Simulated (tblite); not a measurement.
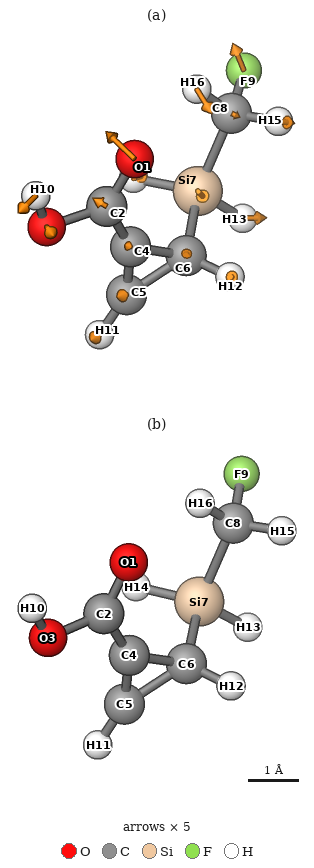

The structure of C5H7FO2Si before (top) and after (bottom) a relaxation, at one scale. The orange arrows give the displacements, magnified 5 times.

Style: ball-and-stick. Shown from a free direction.

Level of theory: GFN2-xTB geometry optimisation, gas phase in tblite 0.8.0. 

Summarise the run.

Answer. O1 moves most after the best rigid fit: 0.19 Å. Largest moves by element: O 0.19 Å, H 0.15 Å, F 0.14 Å, Si 0.14 Å, C 0.08 Å. Near-neighbour distances that change, for instance: C4–C6 1.446 → 1.518 Å, Si7–C8 1.848 → 1.917 Å, C5–C6 1.441 → 1.503 Å, C6–Si7 1.860 → 1.892 Å. Among the angles between lasting bonds that change: C2–O3–H10 103.7° → 110.0°, C6–Si7–C8 112.4° → 106.3°, H13–Si7–H14 106.1° → 111.6°. After 70 geometry steps the energy has fallen by 0.311 eV.
